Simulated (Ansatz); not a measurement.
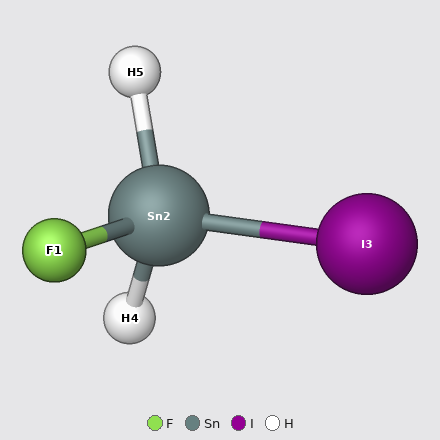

The system is FH2ISn, SMILES [F][SnH2][I]; the picture shows the grid point nearest to the relaxed geometry. Two internal coordinates are moved rigidly from the geometry relaxed at PBE0-D4/def2-TZVP, all others fixed. First axis: bond Sn2–I3. Second axis: angle F1–Sn2–I3. Grid: 5 × 5 points. All energies are given in kcal/mol relative to the lowest grid point. Theory: Ansatz, RHF-CCSD(T), frozen core/def2-TZVPP.

Its coordinates:

```xyz
5

F    -0.9629    0.0316    1.5875
Sn   -0.1045    0.1375   -0.1239
I     1.8370   -1.5394   -0.0321
H    -1.2743   -0.3697   -1.2443
H     0.4869    1.7248   -0.2314
```

Range: bond Sn2–I3 from 2.339 to 3.721 Å; angle F1–Sn2–I3 from 75.7 to 135.7°.

**Predict the map.**

The lowest grid point is at bond Sn2–I3 = 2.567 Å, angle F1–Sn2–I3 = 105.7°. The bottom of the well lies between grid points, at about bond Sn2–I3 = 2.658 Å, angle F1–Sn2–I3 = 106°, about 1.1 kcal/mol lower on the interpolated surface. It is the only kind of minimum in the scanned range. The highest grid point, bond Sn2–I3 = 3.721 Å, angle F1–Sn2–I3 = 135.7°, lies 53.5 kcal/mol above the lowest. Round the minimum the two coordinates are weakly coupled (coupling 0.05 in units of the two stiffnesses).

```tsv
angle F1–Sn2–I3 ↓, bond Sn2–I3 →	2.339	2.567	2.900	3.290	3.721
135.7	28.4	11.0	15.7	34.1	53.5
120.7	20.2	2.7	7.7	26.7	47.0
105.7	17.9	0.0	4.7	23.7	44.3
90.7	23.1	3.9	7.4	25.5	45.7
75.7	40.9	18.0	17.6	33.0	51.5
```

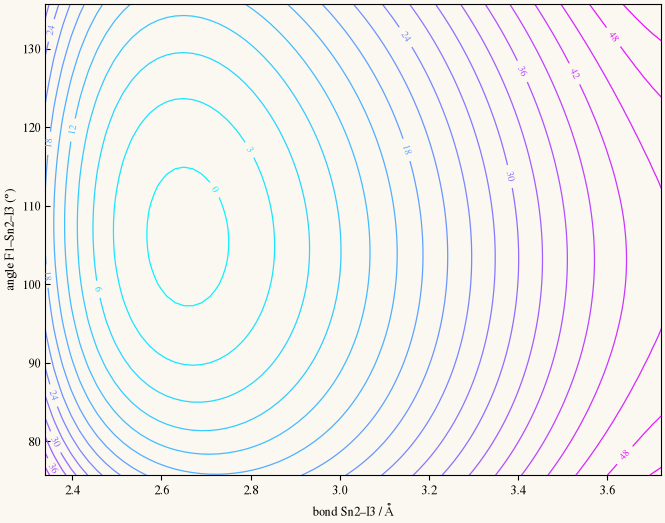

Drawn: contour lines labelled in kcal/mol. Between grid points the surface is interpolated.
